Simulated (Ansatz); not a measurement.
Consider GaH$_{6}$O$_{6}$ (charge −3).

```xyz
13

Ga   -0.0014    0.0017    0.0015
O     0.0861   -0.0612    2.1046
H    -0.0044   -1.0362    2.0555
O    -0.0853    0.0573   -2.1021
H     0.0173    1.0311   -2.0578
O     2.0994   -0.1209    0.0959
H     2.0390   -0.0247    1.0695
O    -2.1010    0.1252   -0.0973
H    -2.0369    0.0301   -1.0708
O    -0.0578    2.1013   -0.1214
H    -1.0341    2.0566   -0.0458
O     0.0518   -2.1021    0.1264
H     1.0274   -2.0583    0.0416
```

Geometry: PBE-D4/def2-SVPD; the highest occupied orbital lies above zero, a sign that basis and functional describe the outermost electron poorly; not at a stationary point (largest force 0.8 eV/Å).

These are results of RKS PBE0-D4/def2-TZVPD in Ansatz, not measurements.

Q: What can the converged electron density and electron localisation function tell about the bonding?

A: Ga–O (2.10 Å): ρ is about 0.47 e/Å³ halfway; the ELF peaks at about 0.85 in the valence shell of O, 0.6 Å from its nucleus, and is about 0.30 at the midpoint.
O–H (0.98 Å): the density is about 3.6 e/Å³ at the midpoint; the ELF climbs to about 1 towards the hydrogen, as it does in any bond to H (a covalent bond by its length).

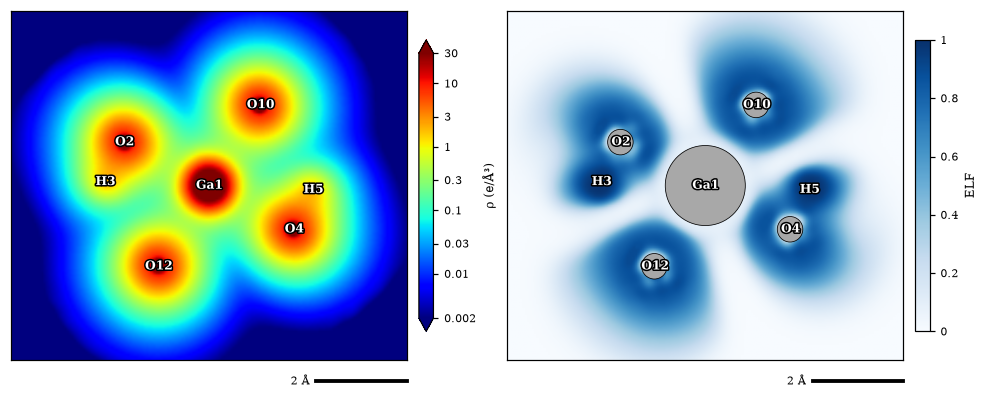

Computed electron density and electron localisation function on the plane of atoms O4, Ga1 and O10, in this order. Grey discs cover the atomic cores in the ELF map. 
